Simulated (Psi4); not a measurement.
# BOF (fluoro(oxo)borane): wB97X/cc-pVTZ

Aim: the vertical singlet–triplet gap of BOF (fluoro(oxo)borane) at wB97X/cc-pVTZ, from 2 runs. 

The results are computed with Psi4 1.11.

### Step 1. The molecule

The species is BOF (3 atoms), meant as a singlet with charge 0. As SMILES, `O=BF`. The shape is that of a PBE0-D4/def2-TZVP optimisation.

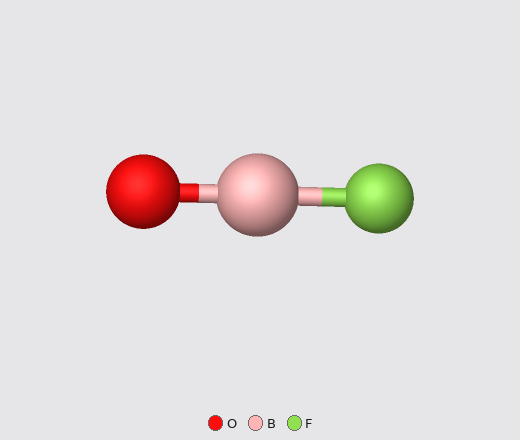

Viewed from a chosen angle; oxygen red, boron pink, fluorine green.

### Step 2. Energy and gradient at wB97X/cc-pVTZ

File bfo.dat:

```
memory 1.6 GB

molecule m {
  O      0.983100    -0.565100     0.479900
  B      0.020300    -0.011600     0.009900
  F     -1.003400     0.576800    -0.489800
  units angstrom
  symmetry c1
  no_reorient
  no_com
}

set globals {
  basis cc-pVTZ
  puream true
  e_convergence 1e-09
  d_convergence 1e-08
  scf_type pk
  dft_radial_points 99
  dft_spherical_points 590
}

e_tot, wfn = gradient('wb97x', return_wfn=True)
oeprop(wfn, 'DIPOLE', 'MULLIKEN_CHARGES', 'LOWDIN_CHARGES', title='WB97X')
```

Launch:

```console
$ psi4 -n 1 bfo.dat bfo.out
```

bfo.out:

```text
[...]
  Running in c1 symmetry.
[...]
  Nuclear repulsion =   51.438950129702292
[...]
  Multiplicity = 1
[...]
  Nalpha       = 11
  Nbeta        = 11
[...]
    Number of basis functions: 90
[...]
   @RKS iter   1:  -199.83319117410008   -6.98702e-01   8.45515e-03 ADIIS/DIIS
[...]
   @RKS iter  11:  -200.02979972562579   -2.21689e-12   2.56174e-09 DIIS
[...]
    Orbital Energies [Eh]
    ---------------------
    Doubly Occupied:
       1A    -24.829515     2A    -19.202440     3A     -6.940891
       4A     -1.421335     5A     -1.123115     6A     -0.730187
       7A     -0.647188     8A     -0.647188     9A     -0.540742
      10A     -0.468102    11A     -0.468102
[...]
  @RKS Final Energy:  -200.02979972562579
   => Energetics <=
    Nuclear Repulsion Energy =             51.4389501297022917
    One-Electron Energy =                -377.7260164573316388
    Two-Electron Energy =                 142.8909334222075529
    DFT Exchange-Correlation Energy =     -16.6336668202039881
    Empirical Dispersion Energy =           0.0000000000000000
    VV10 Nonlocal Energy =                  0.0000000000000000
    Total Energy =                       -200.0297997256257929
[...]
  -Total Gradient:
     Atom            X                  Y                   Z
    ------   -----------------  -----------------  -----------------
       1       -0.001324951631     0.000757309625    -0.000645640431
       2       -0.001984259728     0.001148878242    -0.000970768651
       3        0.003502637639    -0.002017366554     0.001710826909
[...]
 Multipole Moments:
 ------------------------------------------------------------------------------------
     Multipole            Electronic (a.u.)      Nuclear  (a.u.)        Total (a.u.)
 ------------------------------------------------------------------------------------
 L = 1.  Multiply by 2.5417464519 to convert [e a0] to [Debye]
 Dipole X            :          1.3285199           -2.0112355           -0.6827156
 Dipole Y            :         -0.7647437            1.1572683            0.3925245
 Dipole Z            :          0.6484279           -0.9817127           -0.3332849
 Magnitude           :                                                    0.8551344
[...]
  Mulliken Charges: (a.u.)
   Center  Symbol    Alpha    Beta     Spin     Total
       1     O     4.09602  4.09602  0.00000 -0.19204
       2     B     2.33446  2.33446  0.00000  0.33109
       3     F     4.56952  4.56952  0.00000 -0.13905
   Total alpha = 11.00000, Total beta = 11.00000, Total charge =  0.00000
  Lowdin Charges: (a.u.)
   Center  Symbol    Alpha    Beta     Spin     Total
       1     O     3.83164  3.83164  0.00000  0.33673
       2     B     2.92168  2.92168  0.00000 -0.84336
       3     F     4.24668  4.24668  0.00000  0.50664
[...]
```

It took 24 s on 1 thread of AMD EPYC 7R43 (Zen 3), shared host; peak memory 0.78 GiB.

### Step 3. The triplet at the same level

File calc.py:

```python
import psi4

psi4.set_memory(1600000000)
psi4.set_num_threads(1)
psi4.core.set_output_file('psi4.out', False)

m = psi4.geometry("""
0 3
O      1.85778975    -1.06788423     0.90687957
B      0.03836144    -0.02192082     0.01870829
F     -1.89615119     1.08999403    -0.92558786
units bohr
symmetry c1
no_reorient
no_com
""")

psi4.set_options({
    'basis': 'cc-pVTZ',
    'reference': 'uks',
    'puream': True,
    'e_convergence': 1e-09,
    'd_convergence': 1e-08,
    'scf_type': 'pk',
    'dft_radial_points': 99,
    'dft_spherical_points': 590,
    'maxiter': 100,
})

result, w = psi4.gradient("wb97x", return_wfn=True)
psi4.oeprop(w, "LOWDIN_CHARGES", "QUADRUPOLE", "DIPOLE")
print('gradient / Eh bohr^-1')
print(result.np.round(6))
print(f'energy = {w.energy():.10f} Eh')
```

Launch:

```console
$ python calc.py
```

psi4.out (excerpt; [...] marks lines left out):

```text
[...]
  Running in c1 symmetry.
[...]
  Nuclear repulsion =   51.438950188684615
[...]
  Multiplicity = 3
[...]
  Nalpha       = 12
  Nbeta        = 10
[...]
    Number of basis functions: 90
[...]
   @UKS iter   1:  -199.66317681786421   -5.28688e-01   4.64421e-03 ADIIS/DIIS
[...]
   @UKS iter  14:  -199.73386827096112   -3.92220e-12   7.21117e-09 DIIS
[...]
   @S^2 Observed:                2.002463601E+00
[...]
  @UKS Final Energy:  -199.73386827096112
   => Energetics <=
    Nuclear Repulsion Energy =             51.4389501886846148
    One-Electron Energy =                -376.2174840900671029
    Two-Electron Energy =                 141.6109298421137339
    DFT Exchange-Correlation Energy =     -16.5662642116923706
    Empirical Dispersion Energy =           0.0000000000000000
    VV10 Nonlocal Energy =                  0.0000000000000000
    Total Energy =                       -199.7338682709611248
[...]
  -Total Gradient:
     Atom            X                  Y                   Z
    ------   -----------------  -----------------  -----------------
       1       -0.168484984709     0.097140516478    -0.082320070478
       2        0.133700532593    -0.077411108284     0.065408825964
       3        0.034858202316    -0.019771761182     0.016947234732
[...]
 Multipole Moments:
 ------------------------------------------------------------------------------------
     Multipole            Electronic (a.u.)      Nuclear  (a.u.)        Total (a.u.)
 ------------------------------------------------------------------------------------
 L = 1.  Multiply by 2.5417464519 to convert [e a0] to [Debye]
 Dipole X            :          2.1973286           -2.0112355            0.1860931
 Dipole Y            :         -1.2675467            1.1572683           -0.1102784
 Dipole Z            :          1.0734064           -0.9817127            0.0916937
 Magnitude           :                                                    0.2349462
 L = 2.  Multiply by 1.3450342976 to convert [e a0^2] to [Debye ang]
 Quadrupole XX       :        -72.8402217           59.9769241          -12.8632976
 Quadrupole XY       :         34.8796833          -34.4765809            0.4031024
[...]
```

On the terminal:

```text
gradient / Eh bohr^-1
[[-0.168485  0.097141 -0.08232 ]
 [ 0.133701 -0.077411  0.065409]
 [ 0.034858 -0.019772  0.016947]]
energy = -199.7338682710 Eh
```

Wall time 32 s (1 thread of AMD EPYC 7R43 (Zen 3), shared host); peak memory 0.8 GiB.

### Step 4. What came out

Level: wB97X/cc-pVTZ.

```
                                        quantity          value
                           singlet: total energy  -200.02980 Eh
                          singlet: dipole moment         2.17 D
                            singlet: HOMO energy      -12.74 eV
                            singlet: LUMO energy        2.12 eV
                          singlet: HOMO–LUMO gap       14.86 eV
               singlet: largest force on an atom     0.226 eV/Å
                           triplet: total energy  -199.73387 Eh
                          triplet: dipole moment         0.60 D
     triplet: HOMO energy (highest over α and β)       -5.10 eV
                                   triplet: ⟨S²⟩          2.002
               triplet: largest force on an atom    10.860 eV/Å
vertical energy of the triplet above the singlet       8.053 eV
```

**Reading.** At this shape the triplet lies 8.05 eV (186 kcal/mol) above the singlet. Mulliken charges (singlet) run from -0.19 on O1 to +0.33 on B2.
